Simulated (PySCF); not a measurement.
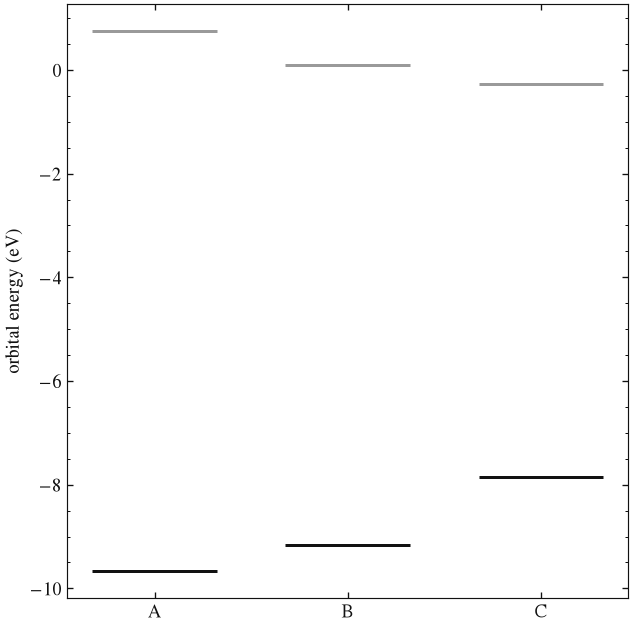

Frontier orbital energies of AsH₃ (arsine), SMILES [AsH3] at one geometry, aug-cc-pVTZ, PySCF, at a PBE0-D3(BJ)/def2-TZVP geometry (no frequency check). Empty levels are grey, levels within 0.1 eV stand side by side; all columns show the same few orbitals around the gap.

### The columns come from CAM-B3LYP, PBE0 and ωB97X-D. Which is which?

A: ωB97X-D (HOMO −9.66, LUMO 0.75, separation 10.41 eV)
B: CAM-B3LYP (HOMO −9.17, LUMO 0.10, separation 9.27 eV)
C: PBE0 (HOMO −7.85, LUMO −0.28, separation 7.57 eV)

Limits of at least one run: empty levels above zero depend strongly on the basis.
